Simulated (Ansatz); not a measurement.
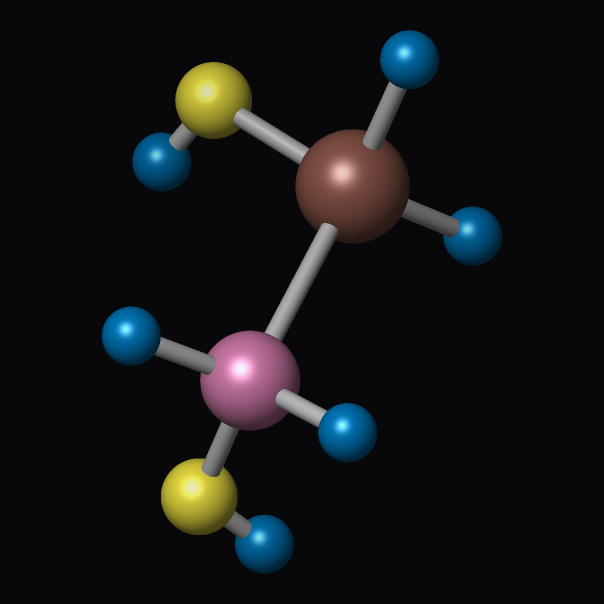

The picture shows a molecular structure as a ball-and-stick model. Colours: oxygen yellow, silicon pink, tin brown, hydrogen blue.

The computed structure is the end point of a PBE0-D4/def2-TZVP optimisation.

**Count the atoms of each element.**

H6O2SiSn, 10 atoms: 6 hydrogen, 2 oxygen, 1 silicon and 1 tin.

**What is its SMILES?**

O[SiH2][SnH2][OH]

**How many atoms are distinct by symmetry?**

10: 1 O, 1 Si, 1 Sn, 1 O, 1 H, 1 H, 1 H, 1 H, 1 H, 1 H.

**Name functional groups in it.**

Among them: Si–H bond, Si–O bond.

The parts below concern this one geometry. Atoms keep their numbers from picture to picture.

Geometry

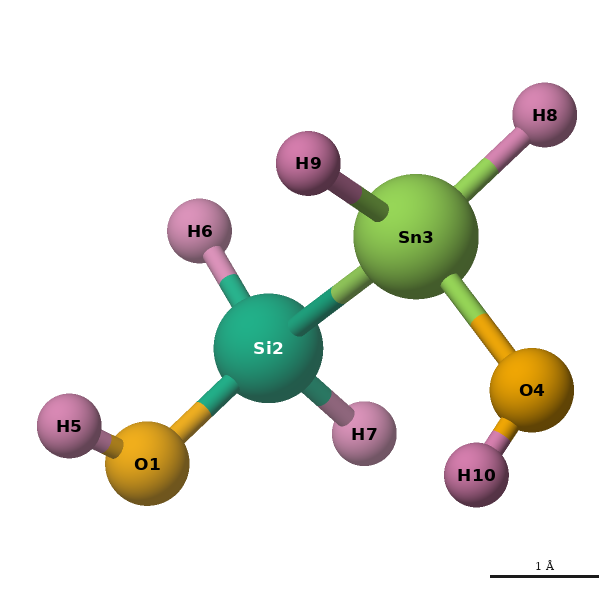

**Describe the coordination of atom 1.**

O1 has 2 neighbours (Si2 at 1.65, H5 at 0.96 Å); the arrangement is bent.

**Describe the coordination of atom 3.**

Sn3 has 4 neighbours (Si2 at 2.58, O4 at 1.98, H8 at 1.71, H9 at 1.72 Å); the arrangement is tetrahedral.

**What is the geometry at O4?**

O4 has 2 neighbours (Sn3 at 1.98, H10 at 0.96 Å); the arrangement is bent.

**What is the geometry at Si2?**

Si2 has 4 neighbours (O1 at 1.65, Sn3 at 2.58, H6 at 1.49, H7 at 1.48 Å); the arrangement is tetrahedral.

**What is the dihedral angle O1–Si2–Sn3–O4?**

66° in size, that is gauche.

Vibrations

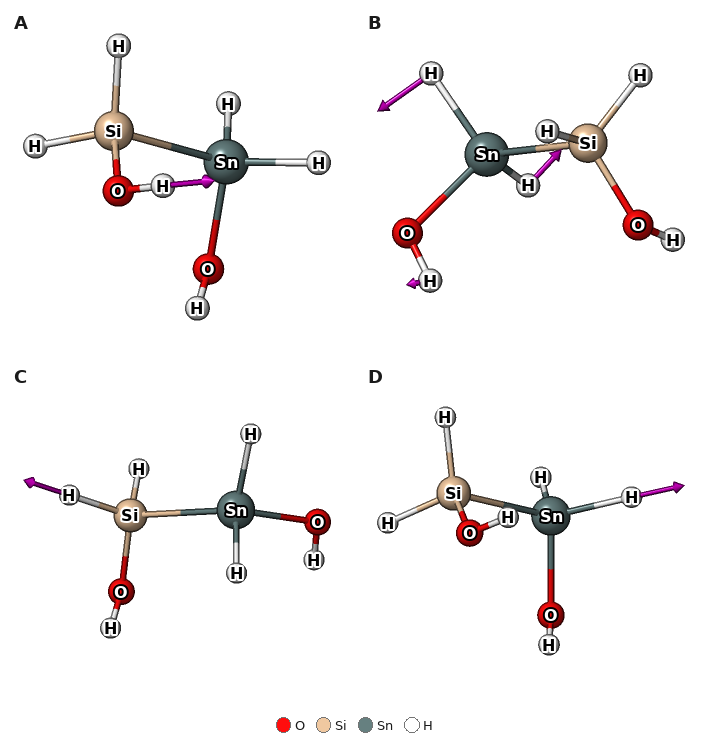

4 normal modes of one molecule or complex, as arrows. Harmonic vibrations computed with RKS PBE0-D4/def2-TZVP, core potentials on Sn (Ansatz 0.2.0) at a stationary point of the same level.

**Match the panels to the wavenumbers 534 cm⁻¹, 1892 cm⁻¹, 2188 cm⁻¹, 3923 cm⁻¹.**

A: 3923 cm⁻¹, O–H stretching
B: 534 cm⁻¹, H–Sn–O bending
C: 2188 cm⁻¹, Si–H stretching
D: 1892 cm⁻¹, Sn–H stretching

Levels of theory compared

Program: Ansatz 0.2.0.

At this fixed geometry, give dipole (D), HOMO–LUMO gap (eV) at these levels: B3LYP-D4/def2-TZVPP; PBE-D4/def2-TZVPP; r2SCAN-D4/def2-TZVPP; ωB97M-V/def2-TZVPP.

```json
{"level": "B3LYP-D4/def2-TZVPP", "dipole (D)": "2.76", "HOMO–LUMO gap (eV)": "6.06"}
{"level": "PBE-D4/def2-TZVPP", "dipole (D)": "2.61", "HOMO–LUMO gap (eV)": "4.42"}
{"level": "r2SCAN-D4/def2-TZVPP", "dipole (D)": "2.71", "HOMO–LUMO gap (eV)": "5.02"}
{"level": "ωB97M-V/def2-TZVPP", "dipole (D)": "2.81", "HOMO–LUMO gap (eV)": "10.13"}
```

Charges

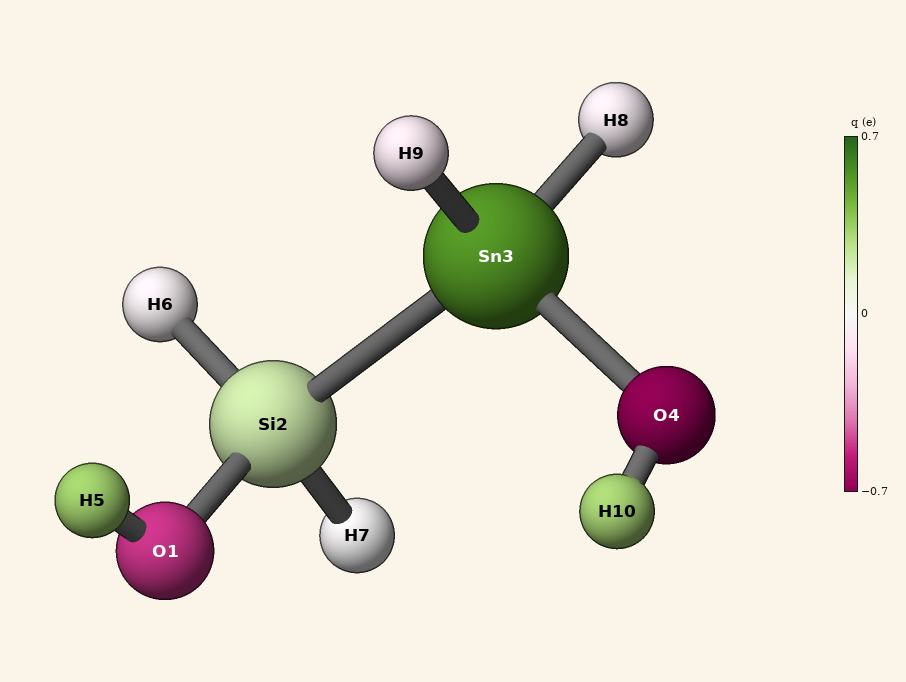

Atoms are coloured by their Mulliken charges. Properties computed with RKS PBE0-D4/def2-TZVP, core potentials on Sn (Ansatz 0.2.0).

**Which atom carries the highest charge (most positive or least negative)?**

Sn3 (0.53 e).

**And the lowest?**

O4 (−0.69 e).

Give the Mulliken charges atom by atom.

```csv
atom,value (e)
O1,−0.52
Si2,0.21
Sn3,0.53
O4,−0.69
H5,0.33
H6,−0.03
H7,−0.01
H8,−0.05
H9,−0.07
H10,0.31
```

Mulliken values depend strongly on the basis set and can even reverse the polarity of a bond.
